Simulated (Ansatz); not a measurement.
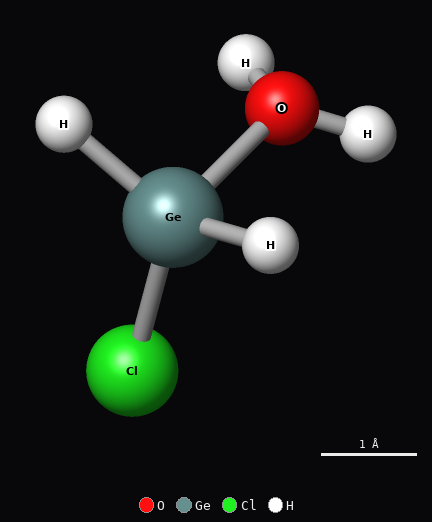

**Figure 1.** The structure (ball-and-stick view, seen at a tilt). Sticks mark near contacts. Bond lengths as drawn: Cl–Ge 2.09 Å, Ge–H 1.52 Å, Ge–O 1.99 Å and H–O 0.97 Å.

**Run report: GeH4ClO (charge +1), single-point calculation**

- system: GeH4ClO, charge +1
- method: RHF-CCSD(T), frozen core/def2-TZVPP (Ansatz 0.2.0)

The geometry is a minimum found at another level. The geometry comes from this level: PBE0-D4/def2-TZVP.

Log
```
Functional definition: HF
  name "HF"
  cite "Fock, Z. Phys. 61, 126 (1930) doi:10.1007/BF01340294"
  parent pbe
  exchange = exact_x
  correlation = 0
1081 factors; integrals over basis functions are off by at most 7.0e-4 eV
mean field evaluation 1: about -71069.4112 eV, gradient 4.8e1 eV
mean field evaluation 2: about -71069.5433 eV, gradient 4.8e1 eV
mean field evaluation 4: about -71073.5424 eV, gradient 2.9e0 eV
mean field evaluation 8: about -71073.5805 eV, gradient 2.1e-1 eV
mean field evaluation 16: about -71069.4110 eV, gradient 4.8e1 eV
mean field -71073.58077855 eV, -2611.9059182082 hartree, gradient 2.0e-6 eV, S^2 0.000000; 0 other end points of the search recorded, 0 dependent functions left out
15 core orbitals not correlated: weight in the atoms' cores, before any rotation towards them, 1.000 or more for the frozen orbitals, at most 0.000 for the correlated occupied ones
reference -71073.58077855 eV, -2611.9059182082 hartree; 15, 15 occupied and 147, 147 virtual orbitals, 1081 factors
second order -18.55313678 eV of doubles, -0.00000000 eV of singles
cycle   1  -18.76203461 eV  change   -2.1e-1 eV  update   8.7e-2
cycle   2  -19.24998264 eV  change   -4.9e-1 eV  update   2.4e-2
cycle   3  -19.31783763 eV  change   -6.8e-2 eV  update   1.1e-2
cycle   4  -19.30757036 eV  change    1.0e-2 eV  update   2.3e-3
cycle   5  -19.30776162 eV  change   -1.9e-4 eV  update   1.0e-3
cycle   6  -19.30787050 eV  change   -1.1e-4 eV  update   3.0e-4
cycle   7  -19.30777177 eV  change    9.9e-5 eV  update   1.2e-4
cycle   8  -19.30777456 eV  change   -2.8e-6 eV  update   3.8e-5
cycle   9  -19.30777585 eV  change   -1.3e-6 eV  update   1.3e-5
```

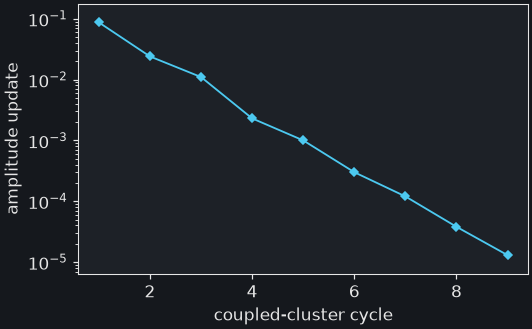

**Figure 2.** Convergence of the coupled-cluster equations: amplitude update against the coupled-cluster cycle. The residual falls at every step.

```
perturbative correction -0.68192374 eV, -0.0250602352 hartree
Total energy: -71093.57047814 eV, -2612.6405261188 hartree
```

This output came from the following input.

The input
```yaml
crystal:
  periodic: [false, false, false]
  atoms:
    - {symbol: O, position_ang: [-0.881493, 0.306903, -0.636287]}
    - {symbol: Ge, position_ang: [0.739152, 0.060928, 0.484001]}
    - {symbol: Cl, position_ang: [0.762116, -1.997187, 0.818478]}
    - {symbol: H, position_ang: [-1.765124, 0.201208, -0.252073]}
    - {symbol: H, position_ang: [-0.895642, 0.000227, -1.555738]}
    - {symbol: H, position_ang: [0.282535, 0.885038, 1.675171]}
    - {symbol: H, position_ang: [1.758447, 0.542873, -0.533541]}
basis:
  gaussian: {orbitals: def2-TZVPP}
total_charge: 1
correlation: {method: ccsd_t}
```

Launch command:
```bash
ansatz run in.yaml --threads 2 --pin off --events-out ev --progress --plain --max-ram 4352MiB
```

Summary

| quantity | value |
| --- | --- |
| outcome | converged |
| total energy | −71093.5705 eV |
| mean-field energy | −71073.5808 eV |
| CCSD correlation | −19.3078 eV |
| (T) correction | −0.6819 eV |
| T1 diagnostic | 0.010 |
| SCF solution under orbital rotations | stable |
| hardware | 2 threads of Arm Neoverse V1, 23 GiB of memory available, shared host |
| wall time | 55 s (CPU time 1.8 min) |
| peak memory | 1.6 GiB |
